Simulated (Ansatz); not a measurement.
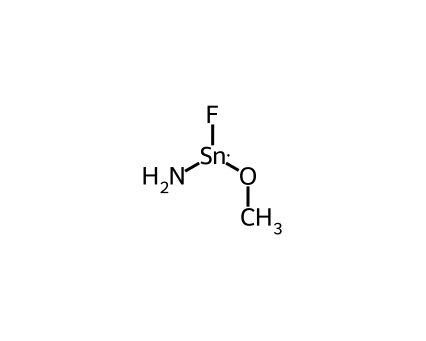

Structural formula above. State: neutral, doublet. The computed structure is the end point of a PBE0-D4/def2-TZVP optimisation. No frequency run is at hand to confirm it as a minimum.

What does the molecule look like in three dimensions?

It has 10 atoms: 1 carbon, 5 hydrogen, 1 fluorine, 1 nitrogen, 1 oxygen and 1 tin (CH5FNOSn). Its SMILES string is `C[O][Sn]([NH2])[F]`. The point group is C1. It is an open-shell species. Coordination: 1 C tetrahedral; 1 O bent; 1 Sn trigonal pyramidal; 1 N trigonal pyramidal.

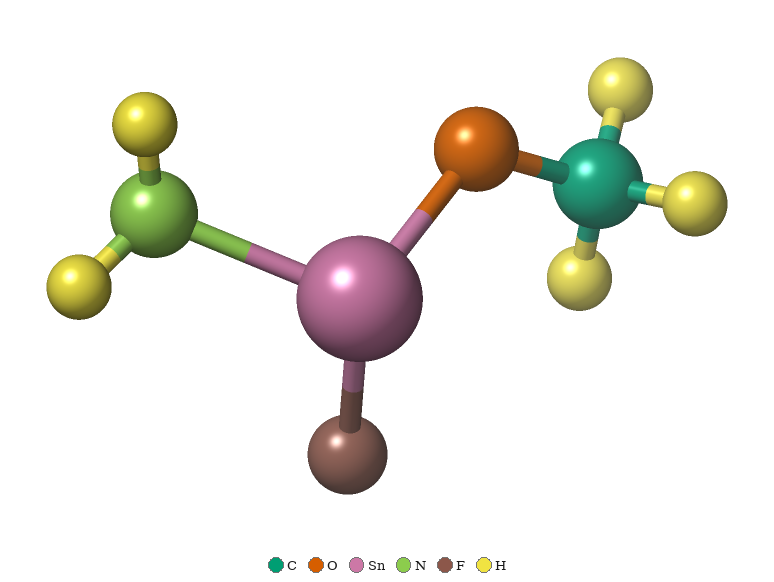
